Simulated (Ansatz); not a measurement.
# Electron scattering at the Σ3 (111) boundary in fcc Cu, starting shift (0, 0.5)

Wanted: what the Σ3 (111) boundary in fcc Cu, starting shift (0, 0.5) costs an interconnect.

Program: Ansatz 0.2.0. Level of theory: Ansatz plane-wave DFT, PBE, PAW files; relaxation of a bicrystal slab with its lowest layers held; PAW set soft_1, in the first sound run; inputs show where later runs differ. Results are calculated unless marked as measured.

### 1. The structure

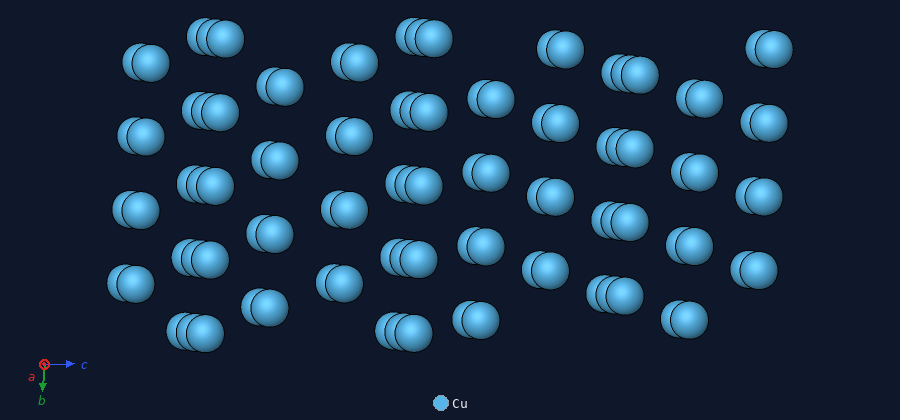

The starting structure, seen from the side, with the c axis across the page (copper blue). 2×4×1 cells are drawn. Some periodic images of atoms are drawn too.

The cell holds 10 atoms: 10 Cu. Its edges and angles: a = 2.556 Å, b = 2.556 Å, c = 29.784 Å, α = 90.0°, β = 90.0°, γ = 120.0°. It derives from Cu. built on the (1 1 1) plane; 1 overlapping atoms removed and the grains opened by 0 Å. Vacuum lies along c.

### 2. Relaxing the bicrystal

The boundary is built by mirroring the lower grain in the boundary plane and removing any atoms that overlap. A thin bicrystal slab is relaxed first, with the lowest layers held and the upper grain free to shift and open.

Input file input.yaml:

```yaml
crystal:
  lattice:
    - [2.5561627297, 0.0, 0.0]
    - [-1.2780813649, 2.2137018601, 0.0]
    - [0.0, 0.0, 29.7838831619]
  atoms:
    - { symbol: Cu, position: [0.6666666666, 0.3333333333, 0.1678760279] }
    - { symbol: Cu, position: [0.9999999999, 1.0, 0.2379507766] }
    - { symbol: Cu, position: [0.3333333333, 0.6666666666, 0.3080255254] }
    - { symbol: Cu, position: [0.6666666666, 0.3333333333, 0.3781002741] }
    - { symbol: Cu, position: [0.0, 0.0, 0.4481750228] }
    - { symbol: Cu, position: [0.6666666666, 0.8333333333, 0.5182497716] }
    - { symbol: Cu, position: [0.3333333333, 0.1666666666, 0.5883245203] }
    - { symbol: Cu, position: [0.9999999999, 0.5, 0.6583992691] }
    - { symbol: Cu, position: [0.6666666666, 0.8333333333, 0.7284740178] }
    - { symbol: Cu, position: [0.3333333332, 0.1666666666, 0.7985487665] }
kpoints:
  mp_grid: { grid: [10, 10, 1] }
hamiltonian:
  xc: pbe
  pseudopotentials: { kind: paw, azcp: { folder: soft_1 } }
scf:
  occupations: { method: fermi_dirac, width: 0.1 }
relax:
  f_tol: 0.03
  max_steps: 80
  constraints: [{ sites: [0, 1] }]
```

Started as:

```
ansatz run input.yaml --threads 4 --pin off --max-ram 15360MiB --backend cpu --events-out ev --progress --plain --runs-dir out
```

Numbers of over 12 decimals in the logs are rounded to 6 here.

The log of the run:

```text
Engine: ansatz 0.2.0, aarch64-unknown-linux-gnu
Pseudopotentials: kind: paw
Pseudopotential: Cu, paw, valence charge 19, recommended cutoff 420 eV (normal), soft_1/Cu.paw.azcp
Functional definition: PBE
  parameter kappa = 0.804
  parameter beta = 0.066725
  exchange = pbe_x(kappa = kappa, mu = beta*pi^2/3)
  correlation = pbe_c(beta = beta)
Crystal: 10 atoms, lattice volume = 168.535 Å³
Basis set: ecut = 420 eV, 3357 PW (Γ), exchange–correlation on 36×36×400 points (8 copies of the dense FFT grid, shifted against one another)
Bands: 114, of which v1, the nominal top of the filled ones, is band 95 counted from 1 (94 counted from 0)
Symmetry: 2 space group operations
Space group: Cm (ITA 8), of the structure as read, at distance tolerance 5.5e-5 Å
k-points: 31 of 100 (time reversal used)
Non-local potential: Cu, projectors of the file, l = 0: 3, l = 1: 2, l = 2: 3, l = 3: 1
PAW form: soft (Blöchl's): semilocal exchange-correlation on the pseudo side does not see the compensation charge
PAW one-centre angular grid: Cu, 590 points (default); XC on 64 Gauss nodes
Initial density: superposition of atomic densities (neutral atoms: chi_scale 0, normalization atom)
Initial wavefunctions: pseudopotential atomic-orbital guess
Functional: x = pbe(κ = 0.804, μ = 0.219515), c = pbe(β = 0.066725)
SCF iter   1: F=—  HF=-66259.391466 eV  |F-HF|=—  |Δ(HF+E_count)|=         —  Δρ=2.21e-1  dr2=4.95e1  ethr=3.10e-3  ⟨swp⟩=5.7  Hψ=12412  notcnv=0  defer=87
preconditioner: auto → LDOS  [metal: Δε(μ)=0.008 eV  Ē_g=8.647 eV  σ=0.100 eV  W_gap=0.02  n_scr=26 (ndim 8)  ℏωp=30.0 eV  f_vac=0.285  D(μ)=5.16/eV (n_scr^D=22)  β→1.0]
SCF iter   2: F=—  HF=-66314.537800 eV  |F-HF|=—  |Δ(HF+E_count)|=    5.51e1  Δρ=4.55e-1  dr2=1.91e2  ethr=3.10e-3  ⟨swp⟩=4.0  Hψ=11572  notcnv=0  defer=259  recentre
SCF iter   3: F=—  HF=-66251.282897 eV  |F-HF|=—  |Δ(HF+E_count)|=    6.33e1  Δρ=5.75e-2  dr2=4.02e0  ethr=3.10e-3  ⟨swp⟩=4.0  Hψ=9538  notcnv=0  defer=268
SCF iter   4: F=—  HF=-66250.691713 eV  |F-HF|=—  |Δ(HF+E_count)|=   5.91e-1  Δρ=2.18e-2  dr2=4.36e-1  ethr=2.12e-3  ⟨swp⟩=2.1  Hψ=5955  notcnv=0  defer=257
SCF iter   5: F=—  HF=-66250.615101 eV  |F-HF|=—  |Δ(HF+E_count)|=   7.66e-2  Δρ=6.73e-3  dr2=5.68e-2  ethr=2.30e-4  ⟨swp⟩=2.0  Hψ=6156  notcnv=0  defer=257
SCF iter   6: F=—  HF=-66250.617235 eV  |F-HF|=—  |Δ(HF+E_count)|=   2.13e-3  Δρ=2.16e-3  dr2=5.13e-3  ethr=2.99e-5  ⟨swp⟩=2.0  Hψ=5020  notcnv=0  defer=256
SCF iter   7: F=—  HF=-66250.619014 eV  |F-HF|=—  |Δ(HF+E_count)|=   1.78e-3  Δρ=9.38e-4  dr2=6.87e-4  ethr=2.70e-6  ⟨swp⟩=2.0  Hψ=4945  notcnv=0  defer=256
SCF iter   8: F=—  HF=-66250.619829 eV  |F-HF|=—  |Δ(HF+E_count)|=   8.15e-4  Δρ=4.43e-4  dr2=4.56e-4  ethr=3.62e-7  ⟨swp⟩=2.2  Hψ=5204  notcnv=0  defer=256
SCF iter   9: F=—  HF=-66250.619811 eV  |F-HF|=—  |Δ(HF+E_count)|=   1.80e-5  Δρ=1.99e-4  dr2=1.78e-4  ethr=2.40e-7  ⟨swp⟩=2.0  Hψ=4097  notcnv=0  defer=256
SCF iter  10: F=—  HF=-66250.619805 eV  |F-HF|=—  |Δ(HF+E_count)|=   5.51e-6  Δρ=9.02e-5  dr2=2.86e-5  ethr=9.38e-8  ⟨swp⟩=1.6  Hψ=3700  notcnv=0  defer=256
SCF iter  11: F=-66250.619808 eV  HF=-66250.619807 eV  |F-HF|=5.02e-7  |Δ(HF+E_count)|=   2.12e-6  Δρ=2.48e-5  dr2=1.03e-6  ethr=1.18e-8  ⟨swp⟩=4.0  Hψ=10138  notcnv=0
SCF 1 converged in 11 iterations: F = -66250.619808 eV  dr2 = 1.03e-6
  greatest PAW one-centre occupation: 1.000 electrons in one spin orbital (limit 2), on the Cu atom at site 9 (counted from 0), in its partial waves of l = 0
relax step   1: F+E_penalty+E_count = -66250.61980791 eV  Δ(F+E_penalty+E_count) = +0.000e0 eV  max|allowed force component| = 1.139e0 eV/Å  Δτ_max = 0.0000 Å  (11 SCF iters, dr2 threshold 2.25e-5 eV, accepted)
Initial density: handed on by an earlier stage of this run
Initial wavefunctions: those handed on with the density
iter 1 solved again at ethr=1.53e-4 eV; its pass at ethr=3.10e-3 eV (dr2=2.90e-1 eV) is discarded
SCF iter   1: F=—  HF=-66250.808955 eV  |F-HF|=—  |Δ(HF+E_count)|=         —  Δρ=1.42e-2  dr2=2.41e-1  ethr=1.53e-4  ⟨swp⟩=1.5  Hψ=12803  notcnv=0  defer=258
preconditioner: auto → LDOS  [metal: Δε(μ)=0.016 eV  Ē_g=9.500 eV  σ=0.100 eV  W_gap=0.04  n_scr=26 (ndim 8)  ℏωp=30.0 eV  f_vac=0.283  D(μ)=3.78/eV (n_scr^D=18)  β→1.0]
SCF iter   2: F=—  HF=-66250.772720 eV  |F-HF|=—  |Δ(HF+E_count)|=   3.62e-2  Δρ=1.29e-2  dr2=1.61e-1  ethr=1.27e-4  ⟨swp⟩=2.1  Hψ=6244  notcnv=0  defer=258
SCF iter   3: F=—  HF=-66250.774668 eV  |F-HF|=—  |Δ(HF+E_count)|=   1.95e-3  Δρ=1.42e-2  dr2=2.29e-1  ethr=8.50e-5  ⟨swp⟩=2.3  Hψ=6454  notcnv=0  defer=258
SCF iter   4: F=—  HF=-66250.742263 eV  |F-HF|=—  |Δ(HF+E_count)|=   3.24e-2  Δρ=6.24e-3  dr2=3.87e-2  ethr=8.50e-5  ⟨swp⟩=1.9  Hψ=4717  notcnv=0  defer=259
SCF iter   5: F=—  HF=-66250.733962 eV  |F-HF|=—  |Δ(HF+E_count)|=   8.30e-3  Δρ=1.21e-3  dr2=1.36e-3  ethr=2.03e-5  ⟨swp⟩=2.0  Hψ=4784  notcnv=0  defer=259
SCF iter   6: F=—  HF=-66250.733594 eV  |F-HF|=—  |Δ(HF+E_count)|=   3.68e-4  Δρ=3.36e-4  dr2=2.21e-4  ethr=7.18e-7  ⟨swp⟩=2.6  Hψ=6254  notcnv=0  defer=259
SCF iter   7: F=—  HF=-66250.733580 eV  |F-HF|=—  |Δ(HF+E_count)|=   1.38e-5  Δρ=1.79e-4  dr2=1.25e-4  ethr=1.16e-7  ⟨swp⟩=2.0  Hψ=4843  notcnv=0  defer=259
SCF iter   8: F=-66250.733559 eV  HF=-66250.733577 eV  |F-HF|=1.74e-5  |Δ(HF+E_count)|=   3.85e-6  Δρ=9.59e-5  dr2=1.64e-5  ethr=4.27e-8  ⟨swp⟩=3.0  Hψ=11917  notcnv=0
SCF 2 converged in 8 iterations: F = -66250.733559 eV  dr2 = 1.64e-5
  greatest PAW one-centre occupation: 1.000 electrons in one spin orbital (limit 2), on the Cu atom at site 0 (counted from 0), in its partial waves of l = 0
relax step   2: F+E_penalty+E_count = -66250.73355919 eV  Δ(F+E_penalty+E_count) = -1.138e-1 eV  max|allowed force component| = 5.524e-1 eV/Å  Δτ_max = 0.1070 Å  (8 SCF iters, dr2 threshold 8.11e-5 eV, accepted)
SCF iter   1: F=—  HF=-66251.017589 eV  |F-HF|=—  |Δ(HF+E_count)|=         —  Δρ=2.24e-2  dr2=7.96e-1  ethr=2.54e-3  ⟨swp⟩=5.0  Hψ=9335  notcnv=0  defer=201
preconditioner: auto → LDOS  [metal: Δε(μ)=0.022 eV  Ē_g=9.473 eV  σ=0.100 eV  W_gap=0.05  n_scr=26 (ndim 8)  ℏωp=30.0 eV  f_vac=0.283  D(μ)=3.78/eV (n_scr^D=18)  β→1.0]
SCF iter   2: F=—  HF=-66250.990255 eV  |F-HF|=—  |Δ(HF+E_count)|=   2.73e-2  Δρ=2.42e-2  dr2=5.28e-1  ethr=4.19e-4  ⟨swp⟩=2.0  Hψ=7080  notcnv=0  defer=257
SCF iter   3: F=—  HF=-66250.940298 eV  |F-HF|=—  |Δ(HF+E_count)|=   5.00e-2  Δρ=2.09e-2  dr2=5.51e-1  ethr=2.78e-4  ⟨swp⟩=2.0  Hψ=6307  notcnv=0  defer=257
SCF iter   4: F=—  HF=-66250.880639 eV  |F-HF|=—  |Δ(HF+E_count)|=   5.97e-2  Δρ=1.05e-2  dr2=1.11e-1  ethr=2.78e-4  ⟨swp⟩=1.3  Hψ=4061  notcnv=0  defer=257
SCF iter   5: F=—  HF=-66250.857622 eV  |F-HF|=—  |Δ(HF+E_count)|=   2.30e-2  Δρ=2.30e-3  dr2=4.70e-3  ethr=5.82e-5  ⟨swp⟩=2.0  Hψ=5204  notcnv=0  defer=257
SCF iter   6: F=—  HF=-66250.856353 eV  |F-HF|=—  |Δ(HF+E_count)|=   1.27e-3  Δρ=2.12e-4  dr2=2.52e-4  ethr=2.48e-6  ⟨swp⟩=2.0  Hψ=5816  notcnv=0  defer=257
SCF iter   7: F=—  HF=-66250.856480 eV  |F-HF|=—  |Δ(HF+E_count)|=   1.27e-4  Δρ=4.34e-4  dr2=4.72e-4  ethr=1.33e-7  ⟨swp⟩=2.5  Hψ=6499  notcnv=0  defer=257
SCF iter   8: F=—  HF=-66250.856473 eV  |F-HF|=—  |Δ(HF+E_count)|=   7.28e-6  Δρ=2.97e-4  dr2=1.23e-4  ethr=1.33e-7  ⟨swp⟩=2.0  Hψ=4875  notcnv=0  defer=257
SCF iter   9: F=-66250.856450 eV  HF=-66250.856455 eV  |F-HF|=4.82e-6  |Δ(HF+E_count)|=   1.80e-5  Δρ=4.12e-5  dr2=5.32e-6  ethr=1.00e-8  ⟨swp⟩=3.0  Hψ=13091  notcnv=0
SCF 3 converged in 9 iterations: F = -66250.856450 eV  dr2 = 5.32e-6
relax step   3: F+E_penalty+E_count = -66250.85644988 eV  Δ(F+E_penalty+E_count) = -1.229e-1 eV  max|allowed force component| = 1.355e-1 eV/Å  Δτ_max = 0.1945 Å  (9 SCF iters, dr2 threshold 1.91e-5 eV, accepted)
[...]
relax step   4: F+E_penalty+E_count = -66250.87857906 eV  Δ(F+E_penalty+E_count) = -2.213e-2 eV  max|allowed force component| = 1.855e-2 eV/Å  Δτ_max = 0.1477 Å  (9 SCF iters, dr2 threshold 1.15e-6 eV, accepted)
[...]
relax step   5: F+E_penalty+E_count = -66250.87858011 eV  Δ(F+E_penalty+E_count) = -1.051e-6 eV  max|allowed force component| = 1.850e-2 eV/Å  Δτ_max = 0.0000 Å  (4 SCF iters, accepted)
[...]
relax step   6: F+E_penalty+E_count = -66250.88671883 eV  Δ(F+E_penalty+E_count) = -8.139e-3 eV  max|allowed force component| = 1.918e-2 eV/Å  Δτ_max = 0.1843 Å  (11 SCF iters, accepted)
[...]
relax step   7: F+E_penalty+E_count = -66250.89126457 eV  Δ(F+E_penalty+E_count) = -4.546e-3 eV  max|allowed force component| = 1.236e-2 eV/Å  Δτ_max = 0.1949 Å  (11 SCF iters, accepted)
SCF iter   1: F=—  HF=-66250.962611 eV  |F-HF|=—  |Δ(HF+E_count)|=         —  Δρ=1.28e-2  dr2=2.38e-1  ethr=2.39e-3  ⟨swp⟩=4.4  Hψ=8089  notcnv=0  defer=257
preconditioner: auto → LDOS  [metal: Δε(μ)=0.042 eV  Ē_g=9.503 eV  σ=0.100 eV  W_gap=0.10  n_scr=26 (ndim 8)  ℏωp=30.0 eV  f_vac=0.284  D(μ)=3.68/eV (n_scr^D=18)  β→1.0]
SCF iter   2: F=—  HF=-66250.899514 eV  |F-HF|=—  |Δ(HF+E_count)|=   6.31e-2  Δρ=4.05e-3  dr2=4.57e-2  ethr=1.25e-4  ⟨swp⟩=2.1  Hψ=7025  notcnv=0  defer=269
SCF iter   3: F=—  HF=-66250.894004 eV  |F-HF|=—  |Δ(HF+E_count)|=   5.51e-3  Δρ=3.21e-3  dr2=1.12e-2  ethr=2.41e-5  ⟨swp⟩=2.0  Hψ=5195  notcnv=0  defer=269
SCF iter   4: F=—  HF=-66250.892119 eV  |F-HF|=—  |Δ(HF+E_count)|=   1.88e-3  Δρ=5.91e-4  dr2=5.78e-4  ethr=5.88e-6  ⟨swp⟩=2.1  Hψ=5247  notcnv=0  defer=269
SCF iter   5: F=—  HF=-66250.892128 eV  |F-HF|=—  |Δ(HF+E_count)|=   8.66e-6  Δρ=2.41e-4  dr2=8.33e-5  ethr=3.04e-7  ⟨swp⟩=2.8  Hψ=5337  notcnv=0  defer=269
SCF iter   6: F=—  HF=-66250.892127 eV  |F-HF|=—  |Δ(HF+E_count)|=   1.04e-6  Δρ=4.68e-5  dr2=1.48e-5  ethr=4.38e-8  ⟨swp⟩=2.0  Hψ=5260  notcnv=0  defer=269
SCF iter   7: F=—  HF=-66250.892128 eV  |F-HF|=—  |Δ(HF+E_count)|=   1.34e-6  Δρ=4.30e-5  dr2=2.89e-6  ethr=7.78e-9  ⟨swp⟩=2.0  Hψ=4563  notcnv=0  defer=269
SCF iter   8: F=—  HF=-66250.892128 eV  |F-HF|=—  |Δ(HF+E_count)|=   1.91e-7  Δρ=2.48e-5  dr2=3.05e-6  ethr=1.52e-9  ⟨swp⟩=2.1  Hψ=5191  notcnv=0  defer=269
SCF iter   9: F=—  HF=-66250.892128 eV  |F-HF|=—  |Δ(HF+E_count)|=   4.59e-8  Δρ=1.89e-5  dr2=2.38e-6  ethr=1.52e-9  ⟨swp⟩=1.8  Hψ=3474  notcnv=0  defer=269
SCF iter  10: F=—  HF=-66250.892128 eV  |F-HF|=—  |Δ(HF+E_count)|=   8.29e-9  Δρ=1.36e-5  dr2=7.16e-7  ethr=1.25e-9  ⟨swp⟩=1.0  Hψ=3322  notcnv=0  defer=269
SCF iter  11: F=-66250.892128 eV  HF=-66250.892128 eV  |F-HF|=1.80e-8  |Δ(HF+E_count)|=   3.07e-8  Δρ=3.49e-6  dr2=2.90e-8  ethr=5.26e-11  ⟨swp⟩=3.2  Hψ=12994  notcnv=0
SCF 8 converged in 11 iterations: F = -66250.892128 eV  dr2 = 2.90e-8
relax step   8: F+E_penalty+E_count = -66250.89212798 eV  Δ(F+E_penalty+E_count) = -8.634e-4 eV  max|allowed force component| = 1.038e-2 eV/Å  Δτ_max = 0.1051 Å  (11 SCF iters, accepted)
SCF converged after 11 iterations
Free energy (F): -66250.892128 eV
Harris-Foulkes:  -66250.892128 eV  (|F-HF|=1.80e-8)
Internal energy: -66250.770731 eV  (E = F + TS)
E sigma→0 (E₀):  -66250.831429 eV
Entropy (-TS):   -0.121397 eV (-12.140 meV/atom)
Fermi energy:    10.072228 eV
--- Per-component energies (eV) ---
  E_band       = -4852.605870
  E_kinetic    = 2615.671088
  E_local      = -305422.745362  (includes V_loc(G=0)·N_el)
  E_nonlocal   = 8903.908934
  E_hartree    = 148679.896939
  E_xc         = -687.643059
  E_vxc        = -887.709643  (∫ρ·V_xc dr)
  E_paw        = -18153.965983  (= ΣΔE_a)
  E_vpaw       = -7421.530166  (= ΣTr[D̂ρ^β])
  E_aug_tail   = 0.009762  (compensation charges beyond the density's cutoff)
  E_ewald      = 97814.096950
  E_smearing   = -0.121397  (= −TS)
  E_closure    = -0.000000  (closes the sum)
  Σ components = -66250.892128   (vs F -66250.892128, Δ=0.00e0)
--- Forces (eV/Å), atoms counted from 1 ---
  atom   1  Cu    -0.00001790    -0.00001034     0.01965284
  atom   2  Cu     0.00556981     0.00321573    -0.02292595
  atom   3  Cu    -0.00163726    -0.00094527     0.00104730
  atom   4  Cu    -0.00361740    -0.00208851     0.00075880
  atom   5  Cu    -0.00420467    -0.00242757     0.00997150
  atom   6  Cu    -0.00003220    -0.00001859    -0.01037593
  atom   7  Cu     0.00243648     0.00140670     0.00100544
  atom   8  Cu     0.00168779     0.00097445    -0.00031877
  atom   9  Cu     0.00053777     0.00031048     0.00063215
  atom  10  Cu    -0.00067809    -0.00039150     0.00059427
  max |Σ_I F_I| component: 4.43e-5 eV/Å
--- Relaxed structure (8 steps of the walk, 8 accepted, 0 SCFs on fresh bases) ---
  F+E_penalty+E_count = -66250.89212798 eV   max|allowed force component| = 1.038e-2 eV/Å
  atoms:
    - { symbol: Cu, position: [0.6666666666, 0.3333333333, 0.1678760279] }
    - { symbol: Cu, position: [1.000000, 1.000000, 0.237951] }
    - { symbol: Cu, position: [0.336834, 0.668417, 0.307747] }
    - { symbol: Cu, position: [0.672749, 0.336374, 0.377967] }
    - { symbol: Cu, position: [0.00615008, 0.00307504, 0.448014] }
    - { symbol: Cu, position: [0.336606, 0.668303, 0.518588] }
    - { symbol: Cu, position: [0.000522427, 0.000261214, 0.588840] }
    - { symbol: Cu, position: [0.666190, 0.333095, 0.659028] }
    - { symbol: Cu, position: [0.333039, 0.666519, 0.728809] }
    - { symbol: Cu, position: [0.000234243, 0.000117121, 0.798673] }
```

Elapsed: 2.4 min, on 4 threads of Arm Neoverse V1, shared host; peak memory 0.93 GiB.

The steps of the relaxation:

| step | energy less that of the first step (eV) | largest force component (eV/Å) |
| --- | --- | --- |
| 1 | 0.0000 | 1.1390 |
| 2 | -0.1138 | 0.5524 |
| 3 | -0.2366 | 0.1355 |
| 4 | -0.2588 | 0.0186 |
| 5 | -0.2588 | 0.0185 |
| 6 | -0.2669 | 0.0192 |
| 7 | -0.2715 | 0.0124 |
| 8 | -0.2723 | 0.0104 |

The run keeps the 2 symmetry operations that it works with, so distortions that break them were not tested.

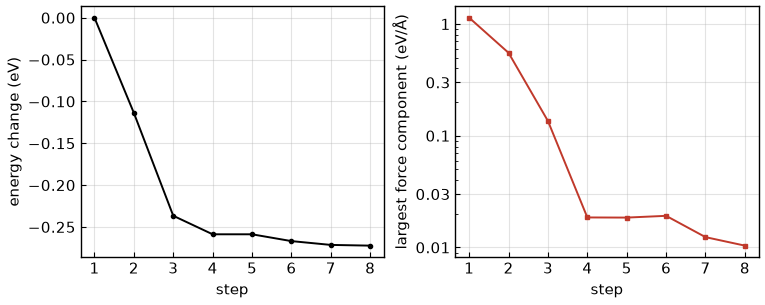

Energy and largest force along the relaxation.

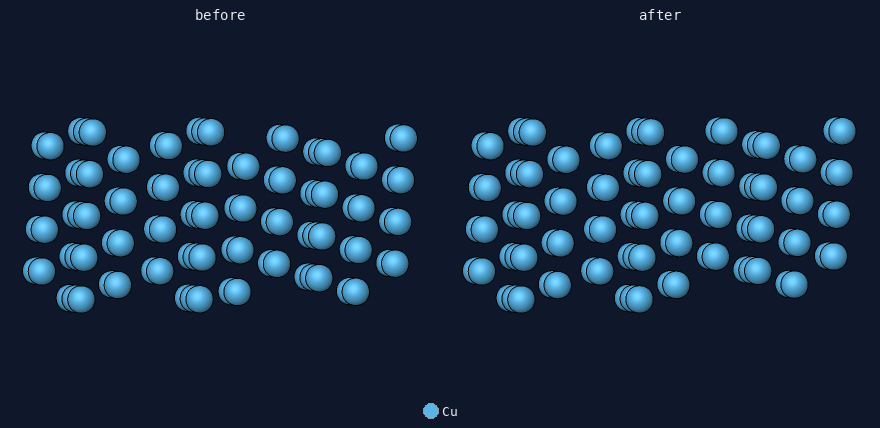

Before and after, at one scale.

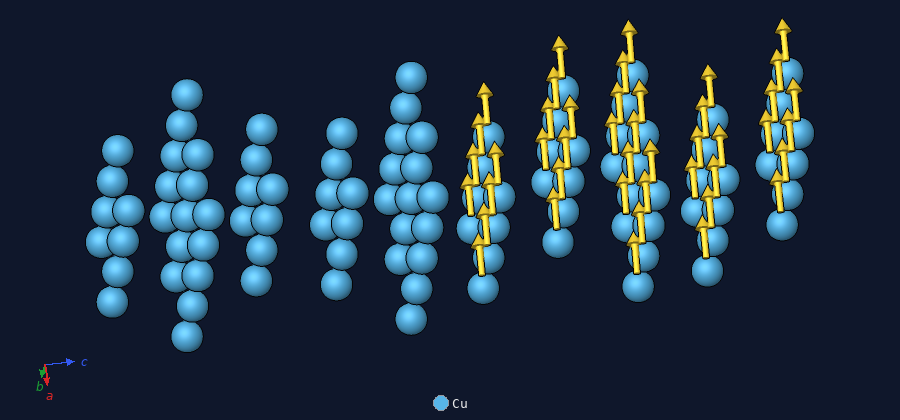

Displacements in the relaxation, exaggerated; the longest in the cell stands for 0.74 Å. 2×4×1 cells are drawn. Some periodic images of atoms are drawn too.

The atoms that moved most (Å):

| atom | dx | dy | dz | length |
| --- | --- | --- | --- | --- |
| Cu8 | -0.640 | -0.369 | 0.019 | 0.739 |
| Cu9 | -0.640 | -0.369 | 0.010 | 0.739 |
| Cu10 | -0.639 | -0.369 | 0.004 | 0.737 |
| Cu7 | -0.638 | -0.368 | 0.015 | 0.737 |
| Cu6 | -0.633 | -0.365 | 0.010 | 0.731 |
| Cu5 | 0.012 | 0.007 | -0.005 | 0.014 |
| Cu4 | 0.012 | 0.007 | -0.004 | 0.014 |
| Cu3 | 0.007 | 0.004 | -0.008 | 0.011 |

This step gave:

| Property | Result |
| --- | --- |
| free energy | -66250.8921 eV |
| energy at zero smearing | -66250.8314 eV |
| Fermi energy | 10.07 eV |

The largest force component on a free atom ends at 0.010 eV/Å, under the tolerance of 0.03, after 8 steps.

[end of part 1 of 3]

[Logs are printed without paths, hosts, clocks, repeated set-up lines and the standing remarks that a program may print on its own settings, such as how far it seeks lower states.]

[Hosts, paths, dates, database ids (printed as entryN), source tags and the programs' standing remarks are cut or masked in the printed files.]
